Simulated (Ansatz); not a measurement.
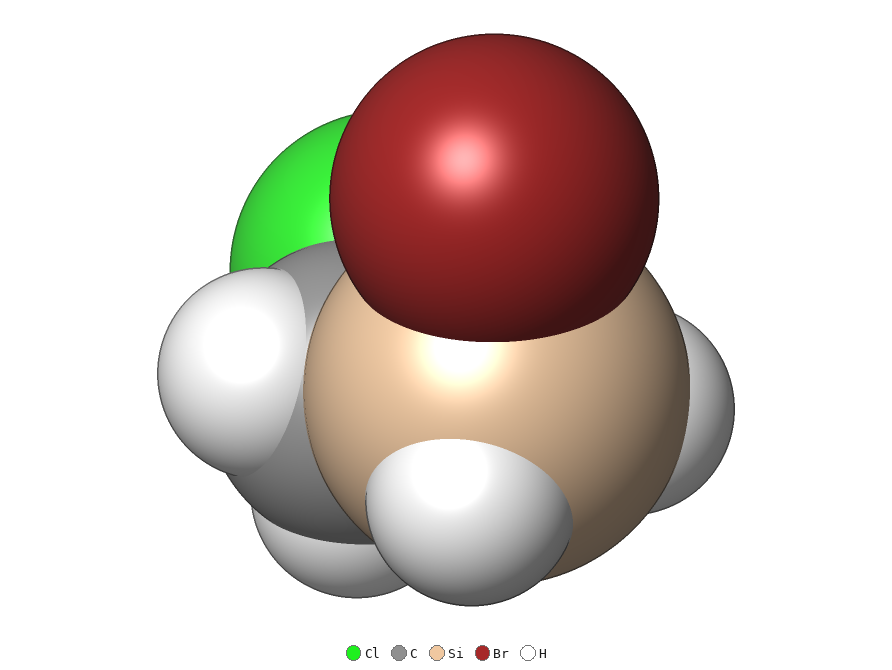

Computed geometry: PBE-D4/def2-SVP optimisation. No frequency run is at hand to confirm it as a minimum.

Give the structural formula.

SMILES: ClC[SiH2]Br

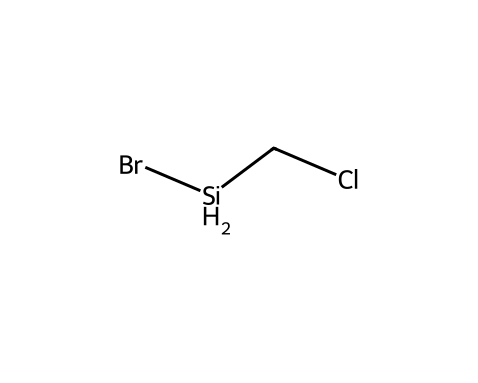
